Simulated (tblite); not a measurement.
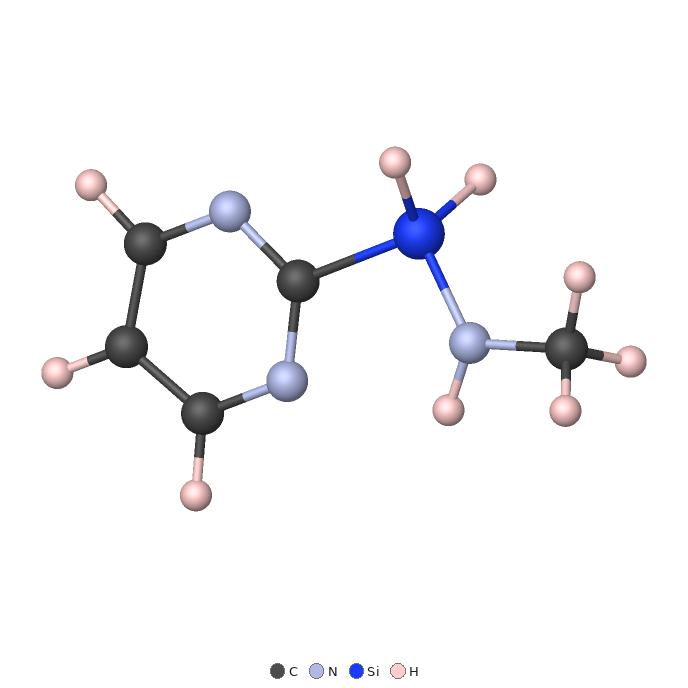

Source: calculation with tblite.

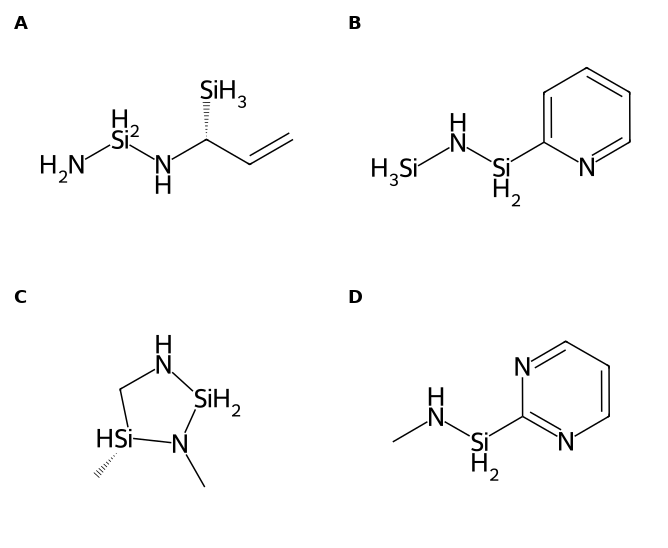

The first picture shows one of the molecules drawn in the second. Which?

D, `CN[SiH2]c1ncccn1`.
